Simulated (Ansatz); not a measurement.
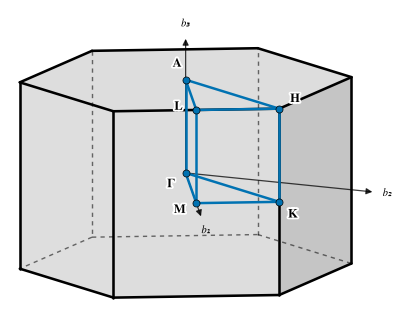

The figure shows the first Brillouin zone with its special points and a band path. Crystal: Ge4F, the end point of a relaxation with DFT PBE, scalar-relativistic, plane waves, PAW in Ansatz 0.2.0; the starting structure was generated, so it need not be a known form of this composition. Geometry calculated from the standardised cell; symmetry tolerance 0.002 Å.

Labels and path follow the convention of Hinuma et al. (2017), as computed by seekpath; the arrows show the directions of the reciprocal primitive vectors b₁, b₂, b₃.

Which Bravais lattice has this zone?

Answer. A primitive hexagonal lattice (hP; extended symbol hP2). The zone is a hexagonal prism in its combinatorial type: 8 faces (6 with 4 edges, 2 with 6 edges), 18 edges, 12 vertices.

Write the standard path through the labelled points.

Answer. Γ–M–K–Γ–A–L–H–A | L–M | H–K
